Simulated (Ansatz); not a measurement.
ClF (chlorine monofluoride): a line through the functionals

ClF: 2 atoms, total charge 0, spin state singlet. SMILES: `FCl`. The shape is that of a PBE0-D4/def2-TZVP optimisation.

The HOMO–LUMO gap y, in eV, basis cc-pVTZ; a is the functional's share of exact exchange. Programs: Ansatz 0.2.0.

```
functional  program     a  y (eV)
      BLYP   Ansatz     0    3.55
    revPBE   Ansatz     0    3.59
     B3LYP   Ansatz   0.2    5.92
   r2SCAN0   Ansatz  0.25    6.87
      PBE0   Ansatz  0.25       ?
     BHLYP   Ansatz   0.5    9.43
```

Fit y = c + s·a to the known rows and predict PBE0.


1. Means of the 5 rows: a = 0.1900, y = 5.872.
2. Σ(Δa)² = 0.172, Σ(Δa·Δy) = 2.0381, so the slope is 2.0381/0.172 = 11.849.
3. Intercept: 5.872 − (11.849) × 0.1900 = 3.621. The largest residual of the fit is 0.29.
4. PBE0: 3.621 + (11.849) × 0.25 = 6.58 eV.

The run gave 6.52 eV, so the prediction is off by +0.06 eV, within the scatter of the fit. Exact exchange lowers occupied levels and raises empty ones.

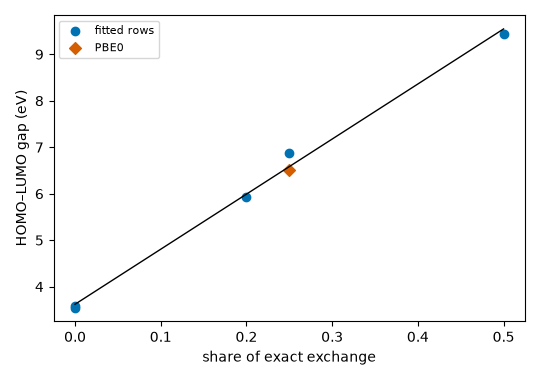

The fitted line, with the withheld row.
